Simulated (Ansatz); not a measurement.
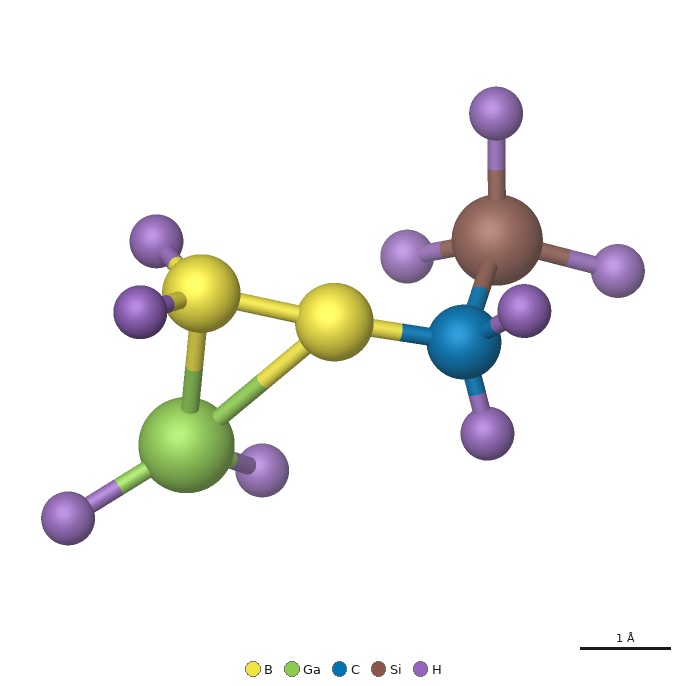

The picture shows the input geometry.

Ansatz 0.2.0 input:

```yaml
crystal:
  periodic: [false, false, false]
  atoms:
    - {symbol: B, position_ang: [-0.775372, 0.744137, 1.707495]}
    - {symbol: B, position_ang: [-0.271664, -0.390271, 0.802368]}
    - {symbol: Ga, position_ang: [-1.899517, 1.156465, -0.105121]}
    - {symbol: C, position_ang: [0.332294, -1.391001, -0.152518]}
    - {symbol: Si, position_ang: [1.863844, -0.563513, -0.921787]}
    - {symbol: H, position_ang: [-1.534795, 0.699461, 2.627693]}
    - {symbol: H, position_ang: [-0.265664, 1.824456, 1.418482]}
    - {symbol: H, position_ang: [-1.378275, 1.128672, -1.597573]}
    - {symbol: H, position_ang: [-3.272236, 1.860339, 0.183937]}
    - {symbol: H, position_ang: [-0.319112, -1.718516, -0.967661]}
    - {symbol: H, position_ang: [0.727680, -2.264088, 0.379132]}
    - {symbol: H, position_ang: [1.522022, 0.769871, -1.473163]}
    - {symbol: H, position_ang: [2.912690, -0.420456, 0.116659]}
    - {symbol: H, position_ang: [2.358094, -1.435565, -2.017943]}
basis:
  gaussian: {orbitals: aug-pcseg-2}
hamiltonian: {xc: {name: B97}}
output: {forces: true}
```

Command:

```sh
ansatz run in.yaml --threads 2 --pin off --events-out ev --progress --plain --max-ram 32768MiB --backend cuda --devices 0, --max-vram 18GiB
```

What the program printed:

```
Functional definition: B97
  name "B97"
  cite "Becke, J. Chem. Phys. 107, 8554 (1997) doi:10.1063/1.475007"
  parameter cx = 0.1943
  parameter cx0 = 0.8094
  parameter cx1 = 0.5073
  parameter cx2 = 0.7481
  parameter css0 = 0.1737
  parameter css1 = 2.3487
  parameter css2 = -2.4868
  parameter cos0 = 0.9454
  parameter cos1 = 0.7471
  parameter cos2 = -4.5961
  exchange = spin_sum(e_x_unif_s*poly(b97_u_x, cx0, cx1, cx2)) + cx*exact_x
  correlation = spin_sum(e_c_pw_same_spin*poly(b97_u_same, css0, css1, css2))
      + integral(e_c_pw_opposite_spin*poly(b97_u_opposite, cos0, cos1, cos2))
1958 factors; their error is unknown
mean field evaluation 1: about -62777.2257 eV, gradient 6.7e1 eV
mean field evaluation 2: about -62770.3053 eV, gradient 7.8e1 eV
mean field evaluation 4: about -62788.4056 eV, gradient 6.4e0 eV
mean field evaluation 8: about -62788.5426 eV, gradient 1.4e-1 eV
mean field evaluation 16: about -62788.6868 eV, gradient 4.9e-4 eV
mean field -62788.68684409 eV, -2307.4416818196 hartree, gradient 1.9e-5 eV, S^2 0.000000; 0 other end points of the search recorded, 0 dependent functions left out
the calculation of the forces begins
reference -62788.68689441 eV, -2307.4416836688 hartree; 35, 35 occupied and 419, 419 virtual orbitals, 1958 factors
Total energy: -62788.68689441 eV, -2307.4416836688 hartree
Atom 0 at    -0.775372     0.744137     1.707495 Å, force     0.072985     0.047010     0.176248 eV/Å
Atom 1 at    -0.271664    -0.390271     0.802368 Å, force    -0.026255    -0.010033     0.138989 eV/Å
Atom 2 at    -1.899517     1.156465    -0.105121 Å, force    -0.193784     0.090147    -0.189566 eV/Å
Atom 3 at     0.332294    -1.391001    -0.152518 Å, force    -0.025315    -0.098563    -0.011653 eV/Å
Atom 4 at     1.863844    -0.563513    -0.921787 Å, force     0.176862     0.048012    -0.098914 eV/Å
Atom 5 at    -1.534795     0.699461     2.627693 Å, force     0.039566     0.001036    -0.027607 eV/Å
Atom 6 at    -0.265664     1.824456     1.418482 Å, force    -0.010605    -0.028623     0.056793 eV/Å
Atom 7 at    -1.378275     1.128672    -1.597573 Å, force    -0.015010     0.017307    -0.021562 eV/Å
Atom 8 at    -3.272236     1.860339     0.183937 Å, force    -0.020750     0.011323    -0.004850 eV/Å
Atom 9 at    -0.319112    -1.718516    -0.967661 Å, force    -0.011240    -0.030505    -0.012530 eV/Å
Atom 10 at     0.727680    -2.264088     0.379132 Å, force    -0.003513    -0.035043     0.001365 eV/Å
Atom 11 at     1.522022     0.769871    -1.473163 Å, force     0.024467    -0.029066     0.003738 eV/Å
Atom 12 at     2.912690    -0.420456     0.116659 Å, force    -0.009183    -0.001367    -0.024622 eV/Å
Atom 13 at     2.358094    -1.435565    -2.017943 Å, force     0.001775     0.018364     0.014171 eV/Å
Dipole moment:     0.170329    -0.426410    -0.293006 e Å
```

The run converged.
